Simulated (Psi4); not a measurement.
**LCCD/jun-cc-pV(D+d)Z (Cholesky decomposition) run of HCl (hydrogen chloride)**

We compute a single-point energy of HCl (hydrogen chloride). 

The results are computed with Psi4 1.11.

10 further runs of the same task are left out: 4 that didn't finish, 6 set aside as unsound or not needed.

### Step 1. The molecule

The species is HCl (2 atoms), meant as a singlet with charge 0. SMILES: `Cl`. Geometry: relaxed at PBE0-D4/def2-TZVP.

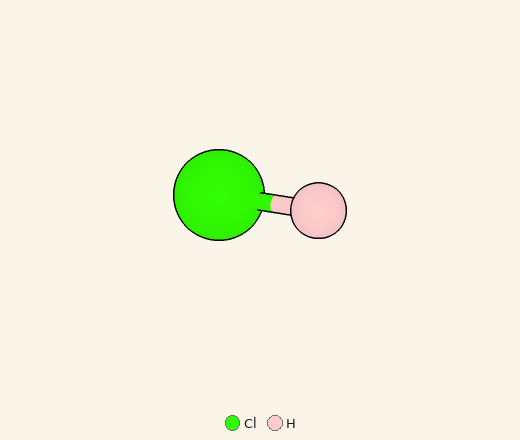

The structure, seen from a chosen angle (chlorine green, hydrogen pink).

### Step 2. A single-point energy at LCCD/jun-cc-pV(D+d)Z (Cholesky decomposition)

calc.inp

```
memory 1600 mb

molecule {
  0 1
  Cl     0.546000    -0.178500     0.280800
  H     -0.546000     0.178500    -0.280800
}

set basis jun-cc-pV(D+d)Z
set scf_type cd
set freeze_core true
set cc_type conv
set df_basis_mp2 cc-pvdz-ri

energy("lccd")
print_variables()
```

The run is started by

```console
psi4 -n 1 calc.inp calc.out
```

calc.out:

```text
[...]
  Running in c2v symmetry.
[...]
  Nuclear repulsion =    7.034776949773979
[...]
  Multiplicity = 1
[...]
  Nalpha       = 9
  Nbeta        = 9
[...]
    Number of basis functions: 32
[...]
   @RHF iter   1:  -460.07280646843009   -1.48391e-01   8.73815e-03 DIIS/ADIIS
[...]
   @RHF iter   9:  -460.09373174404988   -7.27596e-12   9.89746e-09 DIIS
[...]
    Orbital Energies [Eh]
    ---------------------
    Doubly Occupied:
       1A1  -104.850083     2A1   -10.575963     3A1    -8.043900
       1B2    -8.040270     1B1    -8.040270     4A1    -1.118523
       5A1    -0.627104     2B1    -0.476983     2B2    -0.476983
[...]
  @RHF Final Energy:  -460.09373174404988
   => Energetics <=
    Nuclear Repulsion Energy =              7.0347769497739794
    One-Electron Energy =                -649.7568566702929047
    Two-Electron Energy =                 182.6283479764690014
    Total Energy =                       -460.0937317440498759
[...]
 Multipole Moments:
 ------------------------------------------------------------------------------------
     Multipole            Electronic (a.u.)      Nuclear  (a.u.)        Total (a.u.)
 ------------------------------------------------------------------------------------
 L = 1.  Multiply by 2.5417464519 to convert [e a0] to [Debye]
 Dipole X            :          0.0000000           -0.0000000           -0.0000000
 Dipole Y            :          0.0000000            0.0000000            0.0000000
 Dipole Z            :          0.6437693           -1.1980385           -0.5542693
 Magnitude           :                                                    0.5542693
[...]
      * SCS-MP2 total energy:                 -460.241625471616
[...]
      * MP2 total energy:                     -460.243990072261
[...]
```

Run time: 5.1 s. Hardware: 1 thread of Intel Xeon Platinum 8259CL at 2.50GHz (Skylake/Cascade Lake), shared host; peak memory 0.3 GiB.

### Step 3. Summary of results

Level: LCCD/jun-cc-pV(D+d)Z (Cholesky decomposition), 5 core orbitals frozen.

```
                                   quantity          value
                               total energy  -460.26582 Eh
        HOMO energy (Hartree–Fock orbitals)      -12.98 eV
        LUMO energy (Hartree–Fock orbitals)        3.05 eV
      HOMO–LUMO gap (Hartree–Fock orbitals)       16.03 eV
correlation energy (5 core orbitals frozen)     -172.1 mEh
```
